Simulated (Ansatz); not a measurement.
# The cluster Li₂Te: one molecule under many settings

How do the results and run time of the cluster Li₂Te respond when the settings are drawn wide?

Program: Ansatz 0.2.0, Gaussian basis. Level of theory: the settings change from run to run. These are calculated values, not measurements.

### 1 The geometry

An earlier PBE-D4 in a triple-zeta def2 set relaxation fixed the geometry. Te takes a core potential in def2 sets; no spin-orbit term is included.

3 atoms, charge 0, spin multiplicity 1.

Atoms are counted from 1 here; the program's logs count them from 0.

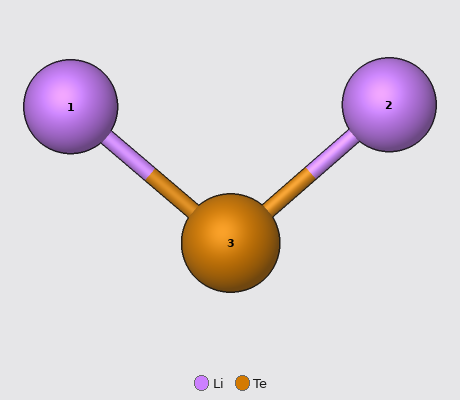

The structure; lithium purple, tellurium orange; atoms are numbered from 1 in the order of the file.

### 2 RPBE/def2-TZVP

Set apart from the defaults: atoms shaken by 0.03 Å, a point charge of 2.00 e beside it, D3(BJ) dispersion, relativity set to scalar.

Contents of in.yaml:

```yaml
crystal:
  periodic: [false, false, false]
  atoms:
    - {symbol: Li, position_ang: [1.476816, -1.184185, -0.066150]}
    - {symbol: Li, position_ang: [-1.689125, 0.435508, 0.789628]}
    - {symbol: Te, position_ang: [0.107818, 0.713038, -0.842277]}
basis:
  gaussian: {orbitals: def2-TZVP, point_charges: [{charge: 2.00, position_ang: [5.937, -0.968, 0.215]}]}
hamiltonian: {xc: {name: RPBE}, dispersion: d3bj, pseudopotentials: {relativity: scalar}}
scf: {omitted_lower_state_checks: [starts]}
output: {forces: true}
```

Started as:

```console
ansatz run in.yaml --threads 4 --pin off --events-out ev --progress --plain --max-ram 3916MiB
```

Output:

```text
Functional definition: RPBE
  name "RPBE"
  cite "Hammer, Hansen & Nørskov, Phys. Rev. B 59, 7413 (1999) doi:10.1103/PhysRevB.59.7413"
  cite "Perdew, Burke & Ernzerhof, Phys. Rev. Lett. 77, 3865 (1996) doi:10.1103/PhysRevLett.77.3865"
  parameter kappa = 0.804
  parameter beta = 0.06672455060314922
  exchange = rpbe_x(kappa = kappa, mu = beta*pi^2/3)
  correlation = pbe_c(beta = beta)
these checks for a lower state are left out or cut short: starts
644 factors; their error is unknown
mean field evaluation 1: about -7703.8530 eV, gradient 2.6e1 eV
mean field evaluation 2: about -7678.3625 eV, gradient 6.7e1 eV
mean field evaluation 4: about -7702.2264 eV, gradient 2.4e1 eV
mean field evaluation 8: about -7705.8666 eV, gradient 1.2e1 eV
mean field evaluation 16: about -7707.0529 eV, gradient 3.6e-3 eV
mean field -7707.05290398 eV, -283.2289701933 hartree, gradient 7.3e-5 eV, S^2 0.000000; 0 other end points of the search recorded, 0 dependent functions left out
the calculation of the forces begins
reference -7707.05295180 eV, -283.2289719507 hartree; 15, 15 occupied and 63, 63 virtual orbitals, 644 factors
Total energy: -7707.84598940 eV, -283.2581155447 hartree
Relativity: scalar
Atom 0 at     1.476816    -1.184185    -0.066150 Å, force     0.396151    -0.124137    -0.062408 eV/Å
Atom 1 at    -1.689125     0.435508     0.789628 Å, force    -0.270373     0.046817     0.287669 eV/Å
Atom 2 at     0.107818     0.713038    -0.842277 Å, force     0.707395    -0.090476    -0.154532 eV/Å
Dipole moment:    -2.211892    -0.211075     0.692399 e Å
Checks for a lower state left out: starts
```

Run time: 0.6 s. Hardware: 4 threads of Arm Neoverse V2, shared host.

Largest force 0.730 eV/Å, dipole 11.18 D.

### 3 revPBE0/def2-SVP

Options: a grid of angular degree 23.

Contents of in.yaml:

```yaml
crystal:
  periodic: [false, false, false]
  atoms:
    - {symbol: Li, position_ang: [1.508922, -1.184434, -0.117849]}
    - {symbol: Li, position_ang: [-1.652735, 0.450323, 0.871377]}
    - {symbol: Te, position_ang: [0.143812, 0.734110, -0.753528]}
basis:
  gaussian: {orbitals: def2-SVP, final_grid: {core_spheres: 8, valence_spheres: 7, degree: 23}}
hamiltonian: {xc: {name: revPBE0}}
```

Launched as before.

Output:

```text
Functional definition: revPBE0
  name "revPBE0"
  cite "Zhang & Yang, Phys. Rev. Lett. 80, 890 (1998) doi:10.1103/PhysRevLett.80.890"
  cite "Adamo & Barone, J. Chem. Phys. 110, 6158 (1999) doi:10.1063/1.478522"
  cite "Perdew, Burke & Ernzerhof, Phys. Rev. Lett. 77, 3865 (1996) doi:10.1103/PhysRevLett.77.3865"
  parameter a = 0.25
  parameter kappa = 1.245
  parameter beta = 0.06672455060314922
  exchange = (1 - a)*pbe_x(kappa = kappa, mu = beta*pi^2/3) + a*exact_x
  correlation = pbe_c(beta = beta)
591 factors; integrals over basis functions are off by at most 2.6e-4 eV
mean field evaluation 1: about -7703.1362 eV, gradient 2.2e1 eV
mean field evaluation 2: about -7700.2327 eV, gradient 3.5e1 eV
mean field evaluation 4: about -7705.3575 eV, gradient 1.5e0 eV
mean field evaluation 8: about -7705.3577 eV, gradient 3.4e-3 eV
mean field -7705.35772916 eV, -283.1666736676 hartree, gradient 3.8e-5 eV, S^2 0.000000; 0 other end points of the search recorded, 0 dependent functions left out
reference -7705.35777061 eV, -283.1666751908 hartree; 15, 15 occupied and 29, 29 virtual orbitals, 591 factors
Total energy: -7705.35777061 eV, -283.1666751908 hartree
```

Run time: 0.25 s. Hardware: 4 threads of Arm Neoverse V2, shared host.

### 4 wB97X/def2-mTZVP

Options: charge +1, multiplicity 2, atoms shaken by 0.15 Å, a point charge of 1.00 e beside it, relativity set to scalar.

Contents of in.yaml:

```yaml
crystal:
  periodic: [false, false, false]
  atoms:
    - {symbol: Li, position_ang: [1.735642, -1.065310, -0.102566]}
    - {symbol: Li, position_ang: [-1.726906, 0.365439, 0.625751]}
    - {symbol: Te, position_ang: [-0.150225, 0.932000, -0.804008]}
basis:
  gaussian: {orbitals: def2-mTZVP, point_charges: [{charge: 1.00, position_ang: [5.053, 0.300, 0.139]}]}
total_charge: 1
magnetization: {spin_polarized: true, initial_magnetization: 1}
hamiltonian: {xc: {name: wB97X}, pseudopotentials: {relativity: scalar}}
scf: {omitted_lower_state_checks: [starts]}
output: {forces: true}
```

The command is unchanged.

Output, shortened:

```text
Functional definition: wB97X
  name "wB97X"
  cite "Chai & Head-Gordon, J. Chem. Phys. 128, 084106 (2008) doi:10.1063/1.2834918"
  cite "Becke, J. Chem. Phys. 107, 8554 (1997) doi:10.1063/1.475007"
[...]
  # The coefficients of nought are those of the uniform gas.
[...]
      + exact_x_lr(omega)
[...]
      + integral(e_c_pw_opposite_spin*poly(b97_u_opposite, 1, cos1, cos2, cos3, cos4))
[...]
620 factors; integrals over basis functions are off by at most 6.6e-5 eV
186 factors; integrals over basis functions are off by at most 2.8e-5 eV
[...]
mean field -7695.99906097 eV, -282.8227489550 hartree, gradient 5.0e-6 eV, S^2 0.752423; 0 other end points of the search recorded, 0 dependent functions left out
[...]
reference -7695.99902251 eV, -282.8227475418 hartree; 15, 14 occupied and 37, 38 virtual orbitals, 620 factors
Total energy: -7695.99902251 eV, -282.8227475418 hartree
Relativity: scalar
Atom 0 at     1.735642    -1.065310    -0.102566 Å, force    -1.046612    -0.002597    -0.227883 eV/Å
Atom 1 at    -1.726906     0.365439     0.625751 Å, force    -2.565720    -0.752608     2.094039 eV/Å
Atom 2 at    -0.150225     0.932000    -0.804008 Å, force     2.937614     0.383148    -1.859459 eV/Å
Dipole moment:    -0.001938    -1.584930     1.270242 e Å
Checks for a lower state left out: starts
```

It took 3.3 s on 4 threads of Arm Neoverse V2, shared host.

Largest force 3.498 eV/Å, ⟨S²⟩ 0.752.

### 5 revPBE/def2-TZVP

This run has atoms shaken by 0.03 Å, a point charge of -1.00 e beside it.

Contents of in.yaml:

```yaml
crystal:
  periodic: [false, false, false]
  atoms:
    - {symbol: Li, position_ang: [1.492414, -1.225181, -0.102669]}
    - {symbol: Li, position_ang: [-1.667376, 0.445564, 0.885164]}
    - {symbol: Te, position_ang: [0.183817, 0.752280, -0.765416]}
basis:
  gaussian: {orbitals: def2-TZVP, point_charges: [{charge: -1.00, position_ang: [4.240, 0.202, -0.894]}]}
hamiltonian: {xc: {name: revPBE}}
scf: {omitted_lower_state_checks: [starts]}
```

Launched as before.

Output:

```text
Functional definition: revPBE
  name "revPBE"
  cite "Zhang & Yang, Phys. Rev. Lett. 80, 890 (1998) doi:10.1103/PhysRevLett.80.890"
  cite "Perdew, Burke & Ernzerhof, Phys. Rev. Lett. 77, 3865 (1996) doi:10.1103/PhysRevLett.77.3865"
  parameter kappa = 1.245
  parameter beta = 0.06672455060314922
  exchange = pbe_x(kappa = kappa, mu = beta*pi^2/3)
  correlation = pbe_c(beta = beta)
these checks for a lower state are left out or cut short: starts
644 factors; their error is unknown
mean field evaluation 1: about -7703.1018 eV, gradient 2.6e1 eV
mean field evaluation 2: about -7661.3272 eV, gradient 7.8e1 eV
mean field evaluation 4: about -7706.1011 eV, gradient 7.5e0 eV
mean field evaluation 8: about -7706.2240 eV, gradient 1.2e-1 eV
mean field evaluation 16: about -7706.0984 eV, gradient 2.9e-4 eV
mean field -7706.09842137 eV, -283.1938936043 hartree, gradient 3.9e-5 eV, S^2 0.000000; 0 other end points of the search recorded, 0 dependent functions left out
reference -7706.09848004 eV, -283.1938957603 hartree; 15, 15 occupied and 63, 63 virtual orbitals, 644 factors
Total energy: -7706.09848004 eV, -283.1938957603 hartree
Checks for a lower state left out: starts
```

Wall time 0.4 s (4 threads of Arm Neoverse V2, shared host).

### 6 The runs in one table

| level | charge | multiplicity | geometry | functions | energy (eV) | time |
| --- | --- | --- | --- | --- | --- | --- |
| RPBE/def2-TZVP | 0 | 1 | shaken, point charge | 78 | -7707.846 | 0.6 s |
| revPBE0/def2-SVP | 0 | 1 | relaxed | 44 | -7705.358 | 0.25 s |
| wB97X/def2-mTZVP | 1 | 2 | shaken, point charge | 52 | -7695.999 | 3.3 s |
| revPBE/def2-TZVP | 0 | 1 | shaken, point charge | 78 | -7706.098 | 0.4 s |

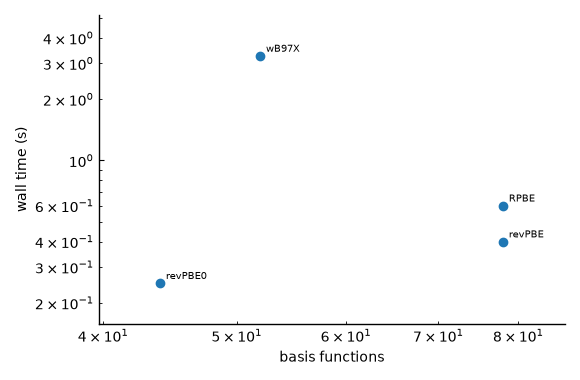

Wall time against the number of basis functions (shared host).

### 7 Outcome

```
quantity                     value
    runs                         4
quickest  revPBE0/def2-SVP, 0.25 s
 slowest   wB97X/def2-mTZVP, 3.3 s
```

**Reading.** The runs differ in state or geometry as well as level, so their energies can't be set against each other. wB97X/def2-mTZVP took 13 times as long as revPBE0/def2-SVP. The jobs differ in tasks and options as well as level.
